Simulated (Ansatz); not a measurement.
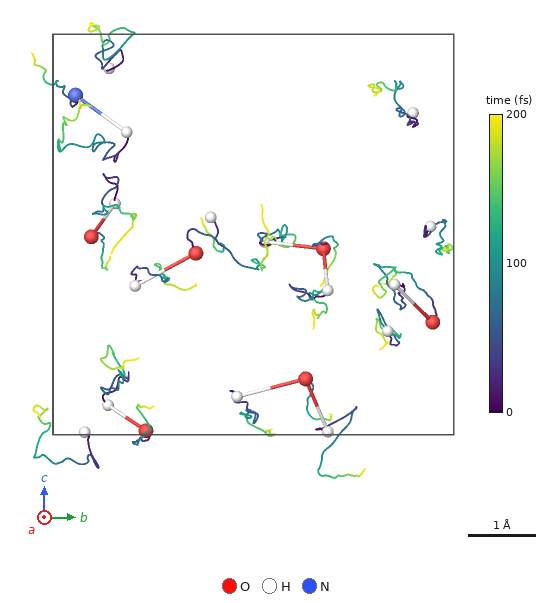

First-principles dynamics of a periodic cell with 6 H2O + 1 NH3 at 0.949 g/cm³, 200 fs long. It starts from the last geometry of an earlier run, with fresh velocities. Lines trace each atom's path, coloured by time; spheres stand at the starting positions. Seen along the a axis in the simulation cell.

All numbers below come from DFT PBEsol, scalar-relativistic, plane waves, PAW (Ansatz 0.2.0). Run with plane-wave cutoff 420 eV; k-point mesh 1 × 1 × 1; Fermi-Dirac smearing 0.02 eV; Nosé-Hoover thermostat (NVT); set temperature 500 K; time step 0.5 fs; H given the mass 2.014 u; thermostat time 200.0 fs.

### What do the traces tell about the motion?

Root-mean-square distances from the starting positions over the second half, with the common drift of all atoms taken out: H 0.84 Å, O 0.75 Å, N 0.69 Å. The heavy atoms stay within a fraction of a molecule's size of their starting places; so short a run doesn't tell a liquid from a solid.

Limits of the set-up: masses were changed (H 2.014 u), which shifts the vibrations; the periodic images lie only 6.0 Å apart, so the values are limited by the cell's size.
